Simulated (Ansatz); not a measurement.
# One shape, several levels: BH3F− (SMILES [BH3-]F)

Aim: a comparison of 6 runs (B2PLYP/STO-3G, PBE/STO-3G, PBE0/STO-3G, RPA@PBE/STO-3G, UMP2/STO-3G, CCSDTQ/STO-3G) of BH3F−. 

The results are computed with Ansatz 0.2.0.

3 further runs of the same task are left out: 1 that didn't finish, 2 set aside as unsound or not needed.

## (1) The system as given

BH3F− has 5 atoms, charge -1, and is taken as a singlet. SMILES: `[BH3-]F`. The H5–B1 distance was set to 2.456 Å, away from the relaxed value. At this shape a bond of the SMILES string is far longer than usual.

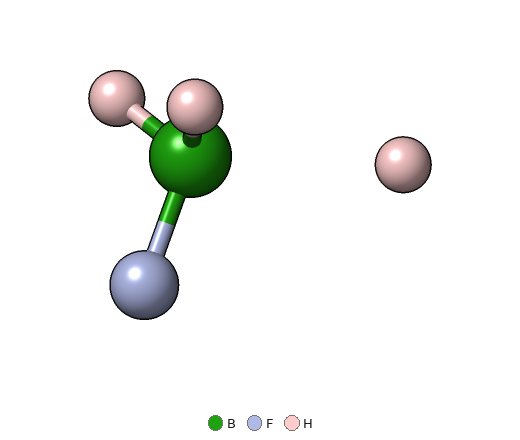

Viewed from a chosen angle; boron green, fluorine light blue, hydrogen pink.

## (2) A single-point energy at B2PLYP/STO-3G (run 1)

Input file molecule.yaml:

```yaml
crystal:
  periodic: [false, false, false]
  atoms:
    - {symbol: B, position_ang: [-0.593610, -1.017178, 0.285872]}
    - {symbol: F, position_ang: [0.297690, -1.764368, 1.146732]}
    - {symbol: H, position_ang: [-1.625200, -0.782248, 0.907862]}
    - {symbol: H, position_ang: [-0.832420, -1.697748, -0.707778]}
    - {symbol: H, position_ang: [0.522090, 1.075700, -0.353640]}
basis:
  gaussian:
    orbitals: STO-3G
total_charge: -1
hamiltonian:
  xc: {name: B2PLYP}
correlation:
  frozen_orbitals: {B: 1, F: 1, H: 0}
accuracy: high
```

Run with:

```
$ ansatz run molecule.yaml --threads 1 --pin off --max-ram 2610MiB --events-out events.jsonl --progress --plain --runs-dir runs
```

The log of the run:

```text
Warning: RAYON_NUM_THREADS=1 ignored (pool sized by the plan → 1); use --threads N
Functional definition: B2PLYP
  name "B2PLYP"
  parameter a = 0.53
  parameter c = 0.27
  exchange = (1 - a)*b88_x + a*exact_x
  correlation = (1 - c)*lyp_c + c*(mp2_os + mp2_ss)
207 factors; integrals over basis functions are off by at most 4.0e-8 eV
mean field evaluation 1: about -3377.0608 eV, gradient 2.4e1 eV
mean field evaluation 2: about -3377.0605 eV, gradient 2.4e1 eV
mean field evaluation 4: about -3381.0926 eV, gradient 8.9e0 eV
mean field evaluation 8: about -3381.4210 eV, gradient 3.7e-2 eV
mean field evaluation 16: about -3381.4210 eV, gradient 1.1e-7 eV
mean field -3381.42096749 eV, -124.2649285458 hartree, gradient 9.3e-9 eV, S^2 0.000000; 0 other end points of the search recorded, 0 dependent functions left out; unrestricted orbitals would lower it
2 core orbitals not correlated: weight in the atoms' cores, before any rotation towards them, 1.000 or more for the frozen orbitals, at most 0.000 for the correlated occupied ones
reference -3381.42098340 eV, -124.2649291307 hartree; 7, 7 occupied and 4, 4 virtual orbitals, 207 factors
second order -3.58117783 eV of doubles, -0.00000000 eV of singles
Total energy: -3382.38790142 eV, -124.3004627123 hartree
```

Run time: 0.81 s. Hardware: 1 thread of AMD EPYC 7R43 (Zen 3), shared host; peak memory 0.097 GiB.

## (3) The energy at PBE/STO-3G (run 2)

molecule.yaml: that of step 2 with these lines changed.

```diff
@@ -13,5 +13,3 @@
 hamiltonian:
-  xc: {name: B2PLYP}
-correlation:
-  frozen_orbitals: {B: 1, F: 1, H: 0}
+  xc: pbe
 accuracy: high
```

Run with:

```
$ ansatz run molecule.yaml --threads 1 --pin off --max-ram 2610MiB --events-out events.jsonl --progress --plain --runs-dir runs
```

The log of the run:

```text
Warning: RAYON_NUM_THREADS=1 ignored (pool sized by the plan → 1); use --threads N
Functional definition: PBE
  name "PBE"
  parameter kappa = 0.804
  parameter beta = 0.06672455060314922
  exchange = pbe_x(kappa = kappa, mu = beta*pi^2/3)
  correlation = pbe_c(beta = beta)
207 factors; integrals over basis functions are off by at most 4.0e-8 eV
mean field evaluation 1: about -3346.0700 eV, gradient 1.1e2 eV
mean field evaluation 2: about -3344.4071 eV, gradient 5.3e1 eV
mean field evaluation 4: about -3373.6500 eV, gradient 4.0e1 eV
mean field evaluation 8: about -3381.1641 eV, gradient 2.2e1 eV
mean field evaluation 16: about -3383.6629 eV, gradient 1.6e-8 eV
mean field -3383.66288811 eV, -124.3473176091 hartree, gradient 9.3e-9 eV, S^2 0.000000; 0 other end points of the search recorded, 0 dependent functions left out
reference -3383.66288974 eV, -124.3473176689 hartree; 9, 9 occupied and 4, 4 virtual orbitals, 207 factors
Total energy: -3383.66288974 eV, -124.3473176689 hartree
```

It took 0.75 s on 1 thread of AMD EPYC 7R43 (Zen 3), shared host; peak memory 0.099 GiB.

Runs 3 to 5 aren't shown in full; the table further down has their settings and results.

## (4) The energy at CCSDTQ/STO-3G (run 6)

Input file run.yaml:

```yaml
basis:
  gaussian:
    orbitals: STO-3G
crystal:
  periodic: [false, false, false]
  atoms:
    - symbol: B
      position_ang: [-0.593610, -1.017178, 0.285872]
    - symbol: F
      position_ang: [0.297690, -1.764368, 1.146732]
    - symbol: H
      position_ang: [-1.625200, -0.782248, 0.907862]
    - symbol: H
      position_ang: [-0.832420, -1.697748, -0.707778]
    - symbol: H
      position_ang: [0.522090, 1.075700, -0.353640]
total_charge: -1
correlation:
  method: ccsdtq
  frozen_orbitals: {B: 1, F: 1, H: 0}
scf:
  omitted_lower_state_checks: [cluster_reference, increment]
accuracy: high
```

Run with:

```
$ ansatz run run.yaml --threads 1 --pin off --max-ram 2610MiB --events-out events.jsonl --progress --plain --runs-dir runs
```

The log of the run:

```text
Warning: RAYON_NUM_THREADS=1 ignored (pool sized by the plan → 1); use --threads N
[... 11 lines left out ...]
2 core orbitals not correlated: weight in the atoms' cores, before any rotation towards them, 1.000 or more for the frozen orbitals, at most 0.000 for the correlated occupied ones
[... 31 lines left out ...]
WARN: these amplitudes may be one of several solutions (largest doubles amplitude 0.36, level shift 1.08 eV)
Total energy: -3372.95962076 eV, -123.9539797888 hartree
Checks for a lower state left out: cluster_reference, increment
```

Run time: 3.3 s. Hardware: 1 thread of AMD EPYC 7R43 (Zen 3), shared host; peak memory 0.11 GiB.

## (5) The series

```
run           level  frozen core orbitals  energy (Eh)  wall time
  1   B2PLYP/STO-3G                     2  -124.300463     0.81 s
  2      PBE/STO-3G                     –  -124.347318     0.75 s
  3     PBE0/STO-3G                     –  -124.357904     0.61 s
  4  RPA@PBE/STO-3G                     2  -124.015222     0.95 s
  5     UMP2/STO-3G                     2  -123.910823     0.16 s
  6   CCSDTQ/STO-3G                     2  -123.953980      3.3 s
```

## (6) Outcome

```
                                          quantity          value
                               run 6: total energy  -123.95398 Eh
run 6: correlation energy (2 core orbitals frozen)     -125.8 mEh
                              run 6: T1 diagnostic          0.046
```

What this shows: Totals of different functionals can't be ranked against each other. In runs 1, 6 the log says that unrestricted orbitals would lower the reference, so the values rest on an unstable closed-shell determinant (other closed-shell runs at this shape may share the fault). In runs 1, 2, 3, 4, 5, 6 the basis is minimal, so the values are rough. Spin contamination of the reference: run 5 ⟨S²⟩ = 0.72. Where it is this large, the reference is a mixture of spin states, and values that rest on it are in doubt. All runs together took 6.6 s, the longest 3.3 s.
